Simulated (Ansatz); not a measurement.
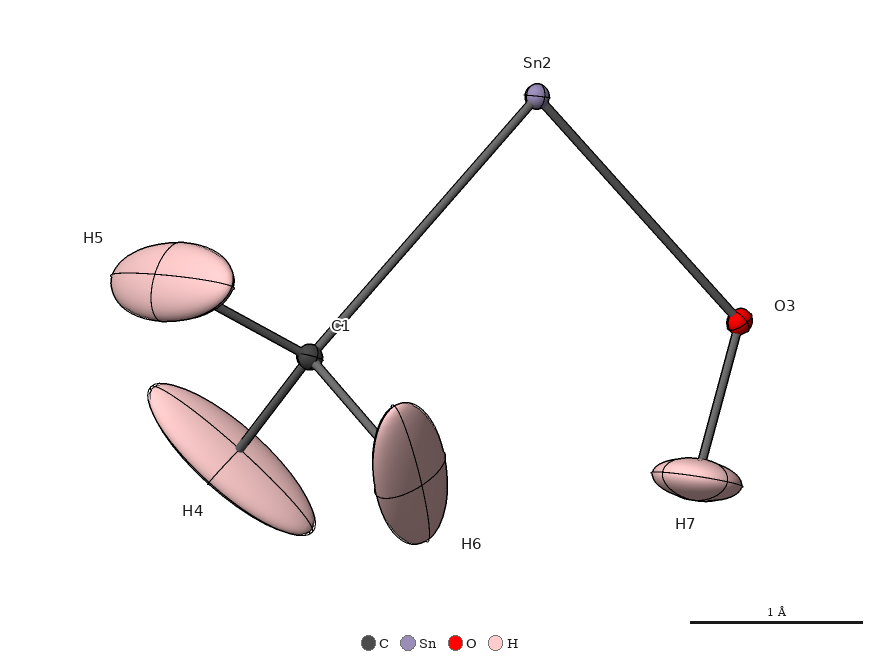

Displacement ellipsoids at the 50 % level, from the internal vibrations of the free molecule (harmonic, no overall translation or rotation; no half-axis is drawn under 0.075 Å). Vibrations computed with RKS PBE0-D4/def2-TZVP, core potentials on Sn (Ansatz 0.2.0). Temperature: 100 K.

List U_eq and the three principal root-mean-square amplitudes for each kind of atom.

```csv
atom,U_eq (Å²),rms amplitudes (Å)
C1,0.0018,"0.021, 0.046, 0.054"
Sn2,0.00006,"0.005, 0.006, 0.011"
O3,0.0019,"0.036, 0.039, 0.054"
"H4, H6",0.0649,"0.076, 0.156, 0.406"
H5,0.0582,"0.088, 0.156, 0.378"
H7,0.0233,"0.079, 0.162, 0.194"
```
